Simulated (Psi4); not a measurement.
# H2S2 (SMILES SS): MP2/def2-TZVPP

What is the vertical ionisation energy of H2S2 at MP2/def2-TZVPP? 

Program for the calculation: Psi4 1.11.

1 further run of the same task is left out (set aside as unsound or not needed).

### Step 1. The system as given

The species is H2S2 (4 atoms), meant as a singlet with charge 0. As SMILES, `SS`. The shape is that of a PBE0-D4/def2-TZVP optimisation.

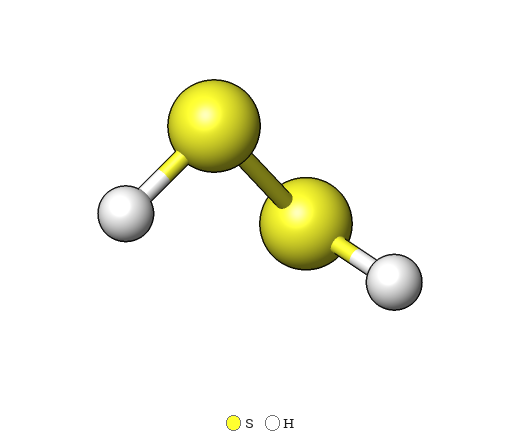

Viewed from a chosen angle; sulfur yellow, hydrogen white.

### Step 2. A single-point energy at MP2/def2-TZVPP

The input, job.dat:

```
memory 1600 MB

molecule {
  0 1
  S      0.784480    -0.789210     0.166690
  S      0.060220     1.121560     0.067360
  H     -0.225420    -1.352590     0.856880
  H     -0.619290     1.020250    -1.090950
  symmetry c1
}

set {
  basis def2-TZVPP
  puream true
  e_convergence 1e-09
  d_convergence 1e-08
  scf_type pk
  num_frozen_docc 10
  mp2_type conv
}

energy_value = energy('mp2')
```

On the command line:

```
$ psi4 -i job.dat -o job.out -n 1
```

job.out:

```text
[...]
  Running in c1 symmetry.
[...]
  Nuclear repulsion =   85.443143382187586
[...]
  Multiplicity = 1
[...]
  Nalpha       = 17
  Nbeta        = 17
[...]
    Number of basis functions: 112
[...]
   @RHF iter   1:  -796.21154227221746   -2.48395e-01   2.62936e-03 ADIIS/DIIS
[...]
   @RHF iter  12:  -796.25025094063631   -4.54747e-12   2.63288e-09 DIIS
[...]
    Orbital Energies [Eh]
    ---------------------
    Doubly Occupied:
       1A    -91.985088     2A    -91.985085     3A     -8.988142
       4A     -8.987944     5A     -6.669394     6A     -6.669073
       7A     -6.668355     8A     -6.668225     9A     -6.667470
      10A     -6.667470    11A     -1.059249    12A     -0.882861
      13A     -0.599084    14A     -0.550823    15A     -0.480225
      16A     -0.383752    17A     -0.381527
[...]
  @RHF Final Energy:  -796.25025094063631
   => Energetics <=
    Nuclear Repulsion Energy =             85.4431433821875856
    One-Electron Energy =               -1270.7992529318989909
    Two-Electron Energy =                 389.1058586090750282
    Total Energy =                       -796.2502509406363060
[...]
 Multipole Moments:
 ------------------------------------------------------------------------------------
     Multipole            Electronic (a.u.)      Nuclear  (a.u.)        Total (a.u.)
 ------------------------------------------------------------------------------------
 L = 1.  Multiply by 2.5417464519 to convert [e a0] to [Debye]
 Dipole X            :          1.0750460           -1.5340099           -0.4589639
 Dipole Y            :          0.4229708           -0.6035486           -0.1805778
 Dipole Z            :          0.2978874           -0.4250601           -0.1271727
 Magnitude           :                                                    0.5093418
[...]
	SCS-MP2 Total Energy (a.u.)        :  -796.60868781854458
	SOS-MP2 Total Energy (a.u.)        :  -796.58159376268361
	SCSN-MP2 Total Energy (a.u.)       :  -796.39330755558262
[...]
	SOS-PI-MP2 Total Energy (a.u.)     :  -796.63681756635810
[...]
	MP2 Total Energy (a.u.)            :  -796.60765212659226
[...]
```

Wall time 12 s (1 thread of AMD EPYC 7R43 (Zen 3), shared host); peak memory 0.82 GiB.

### Step 3. The doublet cation

The input, h2s2.dat:

```
memory 1600 MB

molecule mol {
  1 2
  S      0.784480    -0.789210     0.166690
  S      0.060220     1.121560     0.067360
  H     -0.225420    -1.352590     0.856880
  H     -0.619290     1.020250    -1.090950
  symmetry c1
  no_reorient
  no_com
}

set {
  basis def2-TZVPP
  reference uhf
  puream true
  e_convergence 1e-09
  d_convergence 1e-08
  scf_type pk
  num_frozen_docc 10
  mp2_type conv
  maxiter 100
}

result, w = energy('mp2', return_wfn=True)
```

On the command line:

```
$ psi4 h2s2.dat h2s2.out -n 1
```

h2s2.out:

```text
[...]
  Running in c1 symmetry.
[...]
  Nuclear repulsion =   85.443143382187571
[...]
  Multiplicity = 2
[...]
  Nalpha       = 17
  Nbeta        = 16
[...]
    Number of basis functions: 112
[...]
   @UHF iter   1:  -795.84169656703045    1.21480e-01   2.73383e-03 DIIS/ADIIS
[...]
   @UHF iter  23:  -795.90524559068626   -1.50067e-11   6.09474e-09 DIIS
[...]
   @S^2 Observed:                8.135341729E-01
[...]
    Orbital Energies [Eh]
    ---------------------
    Alpha Occupied:
       1A    -92.293496     2A    -92.293494     3A     -9.293416
       4A     -9.293214     5A     -6.983543     6A     -6.983465
       7A     -6.971309     8A     -6.971251     9A     -6.969932
      10A     -6.969618    11A     -1.357449    12A     -1.182398
      13A     -0.876113    14A     -0.841394    15A     -0.757947
      16A     -0.700057    17A     -0.676173
    Alpha Virtual:
      18A     -0.148653    19A     -0.091304    20A     -0.080709
      21A      0.069761    22A      0.097214    23A      0.103126
      24A      0.126198    25A      0.154330    26A      0.155291
[...]
  @UHF Final Energy:  -795.90524559068626
   => Energetics <=
    Nuclear Repulsion Energy =             85.4431433821875714
    One-Electron Energy =               -1260.9125540324653230
    Two-Electron Energy =                 379.5641650595914598
    Total Energy =                       -795.9052455906862633
  UHF NO Occupations:
  HONO-2 :   15  A 1.9965313
  HONO-1 :   16  A 1.9739659
[...]
 Multipole Moments:
 ------------------------------------------------------------------------------------
     Multipole            Electronic (a.u.)      Nuclear  (a.u.)        Total (a.u.)
 ------------------------------------------------------------------------------------
 L = 1.  Multiply by 2.5417464519 to convert [e a0] to [Debye]
 Dipole X            :        -23.8969900           23.9437560            0.0467660
 Dipole Y            :         -9.4023751            9.4207761            0.0184010
 Dipole Z            :         -6.6213690            6.6343182            0.0129492
 Magnitude           :                                                    0.0518973
[...]
	SCS-MP2 Total Energy (a.u.)        :  -796.23752898707221
	SOS-MP2 Total Energy (a.u.)        :  -796.21256599094716
	SCSN-MP2 Total Energy (a.u.)       :  -796.03705021022608
[...]
	SOS-PI-MP2 Total Energy (a.u.)     :  -796.26378605765728
[...]
	MP2 Total Energy (a.u.)            :  -796.23623491261196
[...]
```

Run time: 16 s. Hardware: 1 thread of AMD EPYC 7R43 (Zen 3), shared host; peak memory 0.82 GiB.

### Step 4. Results

At MP2/def2-TZVPP, 10 core orbitals frozen:

```
                                                                  quantity          value
                                                singlet H2S2: total energy  -796.60765 Eh
                         singlet H2S2: HOMO energy (Hartree–Fock orbitals)      -10.38 eV
                         singlet H2S2: LUMO energy (Hartree–Fock orbitals)        2.87 eV
                       singlet H2S2: HOMO–LUMO gap (Hartree–Fock orbitals)       13.25 eV
                singlet H2S2: correlation energy (10 core orbitals frozen)     -357.4 mEh
                                              doublet cation: total energy  -796.23623 Eh
doublet cation: HOMO energy (Hartree–Fock orbitals) (highest over α and β)      -16.28 eV
 doublet cation: LUMO energy (Hartree–Fock orbitals) (lowest over α and β)       -8.40 eV
              doublet cation: correlation energy (10 core orbitals frozen)     -331.0 mEh
                         doublet cation: ⟨S²⟩ of the reference determinant          0.814
                        vertical ionisation energy (to the doublet cation)      10.107 eV
```

**Reading.** Removing an electron at fixed nuclei costs 10.11 eV (975 kJ/mol).
